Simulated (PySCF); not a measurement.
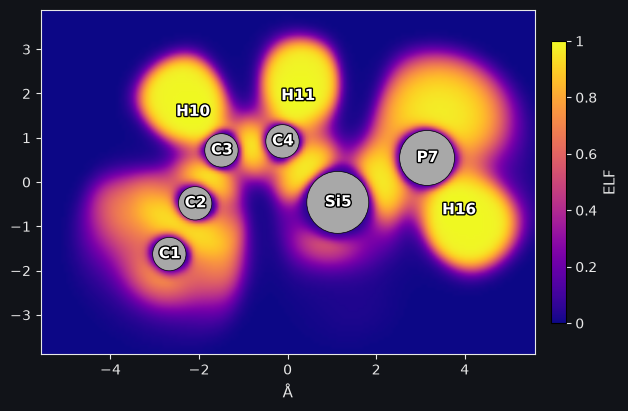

*C₄H₉P₂Si (doublet). Electron localisation function on the plane of atoms C3, C4 and Si5. Grey discs cover the atomic cores.*

Geometry: GFN2-xTB.

These are results of UKS B3LYP, pcH-1 on C H P Si, non-relativistic, mean-field spin-orbit, GIAO (PySCF), not measurements.

Input file:

```
{"job": {"kind": "epr", "basis": "pcH-1"}, "charge": 0, "multiplicity": 2}
C      2.403370    -0.556327     1.654653
C      1.986573    -0.636190     0.439053
C      1.562637    -0.729593    -0.823868
C      0.366237    -0.198310    -1.302046
Si    -0.868602     0.693583    -0.235265
P     -1.787230    -0.612712     1.379562
P     -2.506893     1.366580    -1.629999
H      3.019454     0.262122     2.000971
H      2.166516    -1.301804     2.401541
H      2.207783    -1.261613    -1.517037
H      0.134833    -0.373447    -2.344241
H     -0.254542     1.794824     0.533500
H     -0.715153    -1.481062     1.432771
H     -2.485896    -1.428429     0.506006
H     -1.934165     2.595588    -1.885023
H     -3.302521     1.875732    -0.621990
```

Run with:

```sh
OMP_NUM_THREADS=1 python probes_run.py task.json out
```

> What does the map show?

Atoms in the plane: C, Si, P and H.
C–C (1.29 Å): the ELF peaks at about 0.90 between the atoms; a short, multiple covalent bond.
C–Si (1.86 Å): the ELF peaks at about 0.95 between the atoms, as expected for a covalent bond.
Si–P (2.25 Å): the ELF peaks at about 0.95 between the atoms; a shared electron pair.
C–H (1.09 Å): the ELF climbs to about 1 towards the hydrogen, as it does in any bond to H; a covalent bond by its length.
C–C (1.34 Å): the ELF peaks at about 0.95 between the atoms (a short, multiple covalent bond).
The ELF also peaks beside P7, away from the bonds: non-bonding electrons, paired or unpaired.
